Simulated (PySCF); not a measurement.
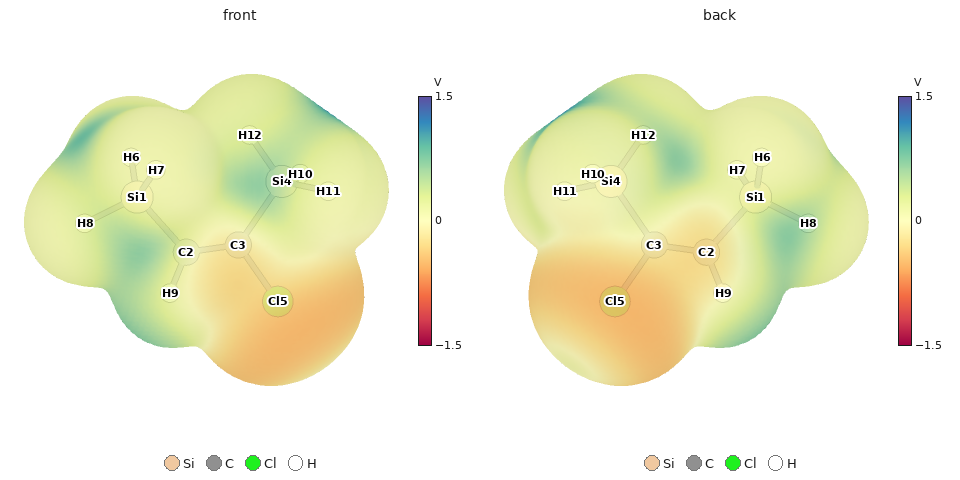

Figure. C$_{2}$H$_{7}$ClSi$_{2}$ (SMILES [SiH3]/C=C(\[SiH3])Cl). The molecular electrostatic potential painted on the density surface at 0.001 e/bohr³, seen from the front and from behind; the colour scale runs from red (negative) to blue (positive).

Geometry: GFN2-xTB.

All numbers below come from PBE0/pcSseg-1, SCF density, gas phase, non-relativistic in PySCF.

```yaml
atoms:
  - { symbol: Si, position_ang: [1.8854, -0.3999, 0.0165] }
  - { symbol: C, position_ang: [0.6506, 1.0175, -0.0686] }
  - { symbol: C, position_ang: [-0.6686, 0.8921, -0.0569] }
  - { symbol: Si, position_ang: [-1.7762, -0.6370, 0.0489] }
  - { symbol: Cl, position_ang: [-1.6604, 2.3366, -0.1576] }
  - { symbol: H, position_ang: [1.7287, -1.2798, -1.1433] }
  - { symbol: H, position_ang: [1.7032, -1.1616, 1.2536] }
  - { symbol: H, position_ang: [3.2248, 0.1941, 0.0014] }
  - { symbol: H, position_ang: [1.0716, 2.0151, -0.1372] }
  - { symbol: H, position_ang: [-2.5501, -0.7000, -1.1914] }
  - { symbol: H, position_ang: [-2.6617, -0.4480, 1.1979] }
  - { symbol: H, position_ang: [-0.9461, -1.8297, 0.2107] }
```

Where is the surface potential most negative and most positive?

The most negative region (about −0.5 V) lies over Cl5, the most positive (about +1.0 V) over Si4.

What dipole moment does the calculation give?

Its dipole moment is 1.28 D.
